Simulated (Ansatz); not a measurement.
One crystal and one scan (frozen-phonon scan) at two levels, PBE (plane waves to 420 eV, PAW, scalar-relativistic; Ansatz, a first-principles code) and r2SCAN (plane waves to 500 eV, PAW, scalar-relativistic; Ansatz), each from its own relaxed cell and on its own mesh. The cell shown is that of PBE.

Relaxed PbS (rock salt):

```
CELL_PARAMETERS angstrom
      0.00000     6.00891     6.00891
      3.00445     0.00000     3.00445
      3.00445     3.00445     0.00000
ATOMIC_POSITIONS crystal
  S  0.00000 0.00000 0.00000
  S  0.50000 0.00000 0.00000
  Pb 0.25000 0.50000 0.50000
  Pb 0.75000 0.50000 0.50000
```

The atoms are displaced by Q × the pattern below (from a DFPT mode at L = (0.5, 0.0, 0.0), largest move 1; Q in Å), at fixed cell. (q is in reciprocal vectors of the primitive cell; the cell shown is doubled to hold the pattern.)

| atom | x | y | z |
|---|---|---|---|
| Pb3 | 0.577 | -0.577 | -0.577 |
| Pb4 | -0.577 | 0.577 | 0.577 |

Atoms not listed stay in place.

PbS was relaxed with its symmetry unable to fall. Spin-orbit coupling is left out, though Pb is heavy. Percentages come from the unrounded values.

```
quantity                                                                                    PBE  r2SCAN     PBE − r2SCAN
----------------------------------------------------------------------------------------  -----  ------  ---------------
Lattice constant a (Å)                                                                    6.009   5.974  +0.035 (+0.6 %)
Band gap of the relaxed cell, no spin-orbit coupling (eV)                                  0.49    0.69    -0.20 (-29 %)
Harmonic wavenumber from the curvature (finite differences) (cm⁻¹ (negative: imaginary))    103     107        -4 (-4 %)
```

PBE gives the higher value for: lattice constant a. PBE gives the lower value for: band gap of the relaxed cell, no spin-orbit coupling; harmonic wavenumber from the curvature. Both give the same shape of the curve: a single well with its minimum at or next to zero displacement.

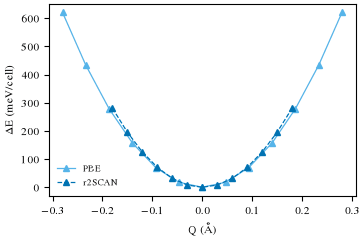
Figure: ΔE, each from the undisplaced structure of its own level.

(For displaced atoms, the force is minus the slope of the energy, and its curvature is a force constant, which sets phonon frequencies.)
